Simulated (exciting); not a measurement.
Consider BiBrO, space group P4/nmm.

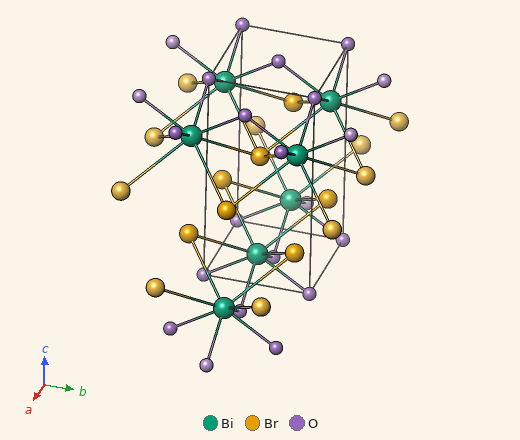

The structure (bismuth teal, bromine orange, oxygen purple). 2×1×1 cells are drawn. Some periodic images of atoms are drawn too.

```xyz
6
Lattice="3.9160 0.0000 0.0000 0.0000 3.9160 0.0000 0.0000 0.0000 8.0770" Properties=species:S:1:pos:R:3 pbc="T T T"
Bi    1.9580    0.0000    6.8331
Bi    0.0000    1.9580    1.2439
Br    1.9580    0.0000    2.8027
Br    0.0000    1.9580    5.2743
O     1.9580    1.9580    0.0000
O     0.0000    0.0000    0.0000
```

Absorber: atom 5, with 4 Bi at 2.32 Å (tetrahedral, site symmetry -4m2). Method: exciting, all-electron LAPW+lo, LDA, exchange and screened direct term (singlet BSE), 3×3×2 shifted k points, 42 conduction bands, |G+q| up to 3 bohr⁻¹, full RPA screening with nempty = 75, Lorentzian half width 0.45 eV.

The database entry behind the starting cell differs from later determinations by our own check (0.1 to 0.3 % short, probably kX units), so it need not match the best structure at ambient conditions.

Q: What does the O K spectrum look like, and is there a bound core exciton?

Bound core exciton? Undecided on this mesh: the first bright state (over 5 % of the brightest) lies at -0.26 eV from the Kohn–Sham onset and at -0.67 eV from the lowest bare transition of its own mesh. Maxima (height): 1.0 eV (1.00), 6.0 eV (0.20), 9.6 eV (0.17) and 14.0 eV (0.18).

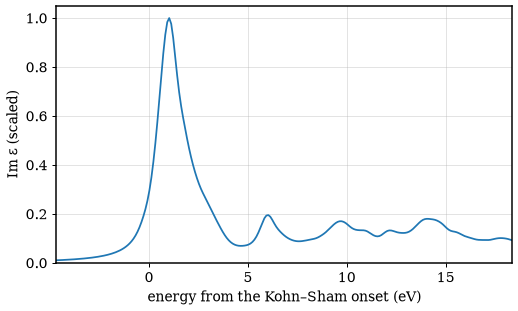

Energy from the Kohn–Sham onset, core level to the lowest empty state found on the meshes used; Im ε in relative units.

Binding energies aren't converged on 18 k points, and fine structure above the first lines is partly noise of the mesh. Exchange and the short-range direct term aren't converged in the kernel cutoff. The zero comes from the unshifted 4×4×2 ground-state mesh; it is exact only where the band minimum lies on that mesh. The structure is a published determination, not relaxed.

[Banner, clock and machine lines of the logs are left out without a mark of their own.]

[Logs are printed without paths, hosts, clocks, repeated set-up lines and the standing remarks that a program may print on its own settings, such as how far it seeks lower states.]

[Hosts, paths, dates, database ids (printed as entryN), source tags and the programs' standing remarks are cut or masked in the printed files.]
